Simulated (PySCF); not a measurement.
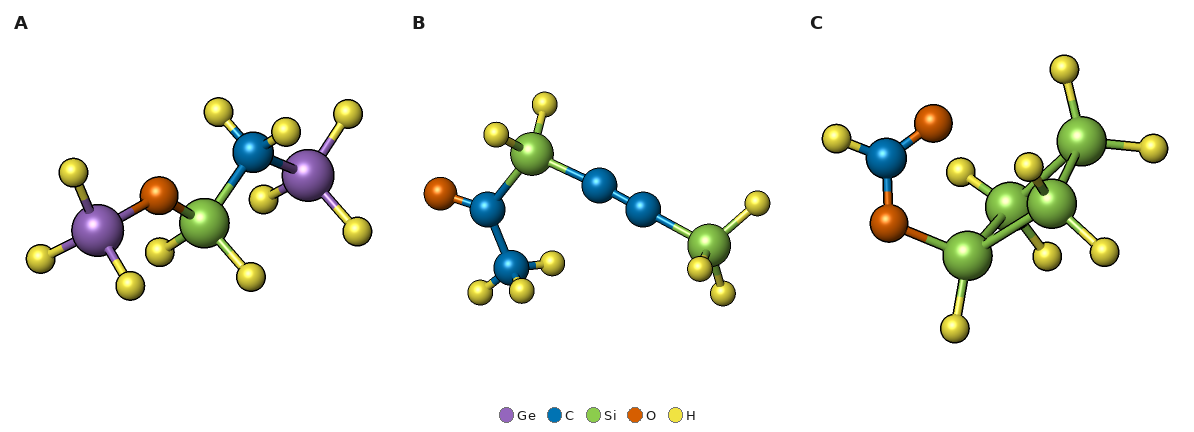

Figure made from data computed with PySCF.

```xyz
15
charge 0, multiplicity 1
C    -2.1404   -0.7514    0.9306
C    -2.2835    0.6968    0.5635
O    -3.3147    1.3144    0.6980
Si   -0.7950    1.6974   -0.1834
C     0.7441    0.6969   -0.1885
C     1.7358   -0.0217   -0.1462
Si    3.2171   -1.1059   -0.0941
H    -1.8160   -1.3293    0.0495
H    -3.0922   -1.1422    1.3164
H    -1.3427   -0.8672    1.6826
H    -1.1592    2.0737   -1.5788
H    -0.6040    2.9209    0.6433
H     2.7781   -2.5313   -0.1150
H     4.0759   -0.8299   -1.2811
H     3.9822   -0.8379    1.1574
```

> Which panel shows the molecule in this file?

B. The file holds C4H8OSi2, `CC(=O)[SiH2]C#C[SiH3]`.
